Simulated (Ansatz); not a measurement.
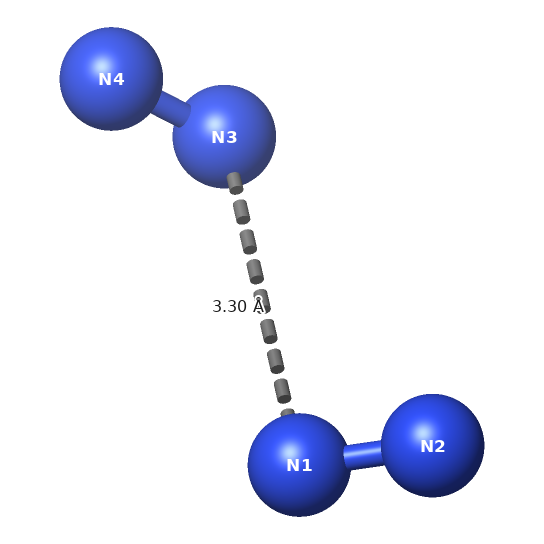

Two molecules or ions; the broken line marks their closest contact (measured against van der Waals radii). Geometry: a pair of rigid molecules at a changed separation. Program: Ansatz 0.2.0.

**Which two species are they?**

N2 and N2 (`N#N.N#N`).

Give the counterpoise-corrected interaction energy (kJ/mol, monomers kept as in the pair) with RHF-CCSD(T) (frozen core)/def2-TZVPPD; B3LYP-D4/def2-TZVPPD; PBE0-D4/def2-TZVPPD; ωB97M-V/def2-TZVPPD; PBE-D4/def2-TZVPPD; r2SCAN-D4/def2-TZVPPD.

```tsv
level	interaction energy (kJ/mol)
RHF-CCSD(T) (frozen core)/def2-TZVPPD	−0.6
B3LYP-D4/def2-TZVPPD	−0.8
PBE0-D4/def2-TZVPPD	−1.2
ωB97M-V/def2-TZVPPD	−0.8
PBE-D4/def2-TZVPPD	−1.6
r2SCAN-D4/def2-TZVPPD	−0.8
```
